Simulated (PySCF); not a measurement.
Ge(OMe)2 (C₂H₆GeO₂).

Computed with PySCF, B3LYP/def2-SVP, geometry: GFN2-xTB. No frequency check shows the geometry to be a minimum. GFN2-xTB bond lengths at metals and heavier atoms can be off by up to 0.1 Å and shapes distorted, which carries into these values.

Input

```python
import numpy as np
from pyscf import gto, scf, dft
from pyscf.scf import atom_ks, atom_hf
from scipy.linalg import block_diag

def solve(mol, dm0=None, hcore=None):
    mf = (dft.UKS if mol.spin else dft.RKS)(mol, xc='b3lyp')
    mf.grids.level = 3
    mf = mf.density_fit(auxbasis='def2-universal-jkfit')
    mf.conv_tol, mf.max_cycle = 1e-8, 80
    if hcore is not None:
        mf.get_hcore = lambda *args: hcore
    mf.kernel(dm0)
    if not mf.converged:
        mf = mf.newton().run(mf.mo_coeff, mf.mo_occ, max_cycle=30)
    assert mf.converged, 'SCF not converged'
    return mf

mol = gto.M(atom='''
Ge    -0.00096    -0.84720     0.00072
O     -1.45991     0.13515    -0.00042
C     -2.26361     1.28755     0.00007
H     -2.77235     1.37733    -0.96304
H     -1.66570     2.18721     0.16998
H     -3.01368     1.20438     0.79088
O      1.45571     0.13681    -0.00531
C      2.26979     1.28228     0.00216
H      2.95569     1.23244     0.85218
H      1.67054     2.19356     0.08101
H      2.85258     1.32072    -0.92161
''', basis='def2-svp', charge=0, spin=0, verbose=4)
mf = solve(mol)
mf.analyze()
# spherically averaged free atoms, for the promolecule
atm = atom_ks.get_atm_nrks(mol, xc='b3lyp')
pro = block_diag(*[(atm[a[0]][2] * atm[a[0]][3]) @ atm[a[0]][2].T for a in mol._atom])
np.savez('result.npz', e=mf.e_tot, c=mf.mo_coeff, occ=mf.mo_occ, eps=mf.mo_energy, pro=pro, dip=mf.dip_moment(verbose=0), s2=mf.spin_square()[0])
```

Launched as:

```sh
OMP_NUM_THREADS=1 python input.py
```

The run took 15 s on 1 thread of Arm Neoverse V2, on a shared host, peak memory 0.5 GiB.

Partitions, critical points and surface values were worked out afterwards from this run's density.

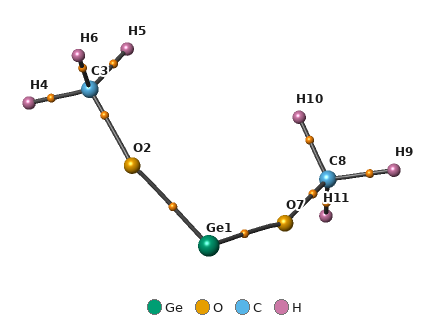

Molecular graph of the electron density (QTAIM): bond paths, bond critical points (orange), ring points (yellow, if any); weak paths are dashed.

### How many critical points of each kind are there, and does the count close?

11 nuclei, 10 bond, 0 ring and 0 cage critical points: 11 − 10 + 0 − 0 = 1, as the Poincaré–Hopf relation requires.

### Give the properties at the bond critical points.

```csv
bond,length (Å),ρ (a.u.),∇²ρ (a.u.),ε,H (a.u.)
C3–H6,1.093,0.282,−1.07,0.04,−0.306
C8–H11,1.093,0.282,−1.07,0.04,−0.306
C3–H4,1.093,0.281,−1.07,0.04,−0.306
C8–H9,1.093,0.281,−1.07,0.04,−0.306
C8–H10,1.094,0.281,−1.06,0.04,−0.304
C3–H5,1.094,0.281,−1.06,0.04,−0.304
O2–C3,1.405,0.252,−0.37,0.01,−0.360
O7–C8,1.405,0.251,−0.37,0.01,−0.359
Ge1–O7,1.758,0.129,+0.75,0.04,−0.032
Ge1–O2,1.759,0.129,+0.75,0.05,−0.032
```

### What kind of interaction is C3–H4?

Shared-shell (covalent): ρ = 0.281, ∇²ρ = −1.07, H = −0.306 a.u.
